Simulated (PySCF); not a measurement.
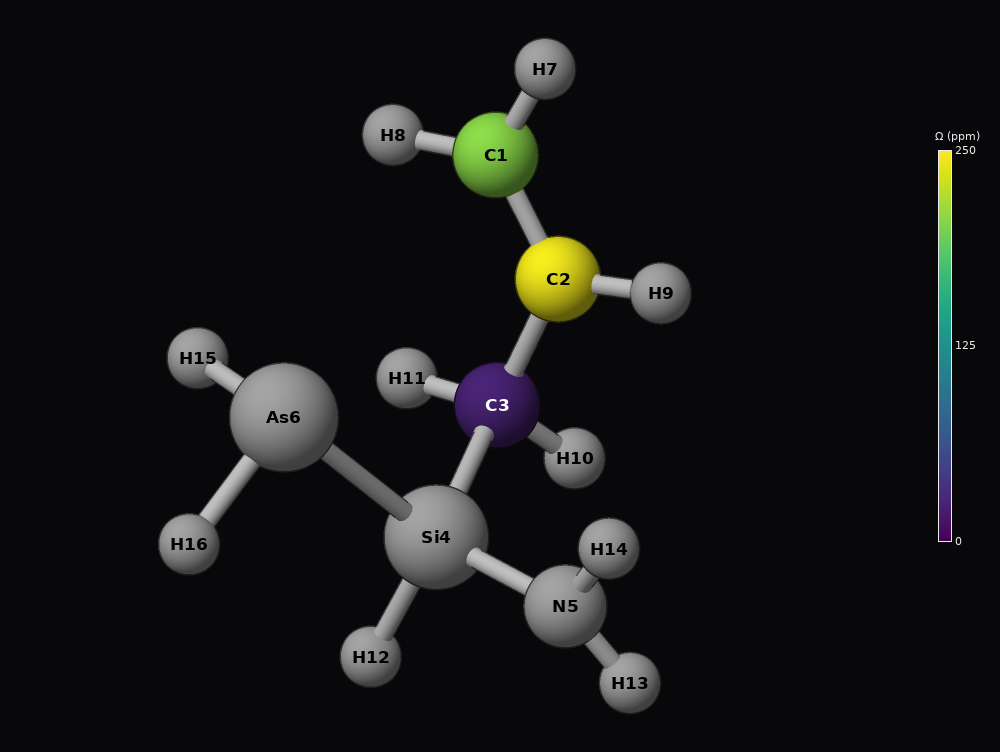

The C atoms are coloured by the span of their shielding tensor. The computed structure is the end point of a PBE0-D3(BJ)/def2-SVP optimisation. No frequency run is at hand to confirm it as a minimum. Properties computed with GIAO WP04/pcSseg-1 NMR shielding, non-relativistic, gas phase (PySCF 2.14.0). Principal shieldings σ11 ≤ σ22 ≤ σ33, span Ω = σ33 − σ11, skew κ = 3(σiso − σ22)/Ω.

Which C atom has the most anisotropic shielding?

Answer. C2, with a span of 243 ppm.

Give the shielding tensors of the C atoms.

```
atom    σ11    σ22    σ33   σiso      Ω      κ
  C1  −61.1   73.4  144.4   52.2  205.5  −0.31
  C2  −92.8   35.1  150.4   30.9  243.2  −0.05
  C3  125.7  144.0  150.0  139.9   24.3  −0.50
```

Shieldings and span in ppm.
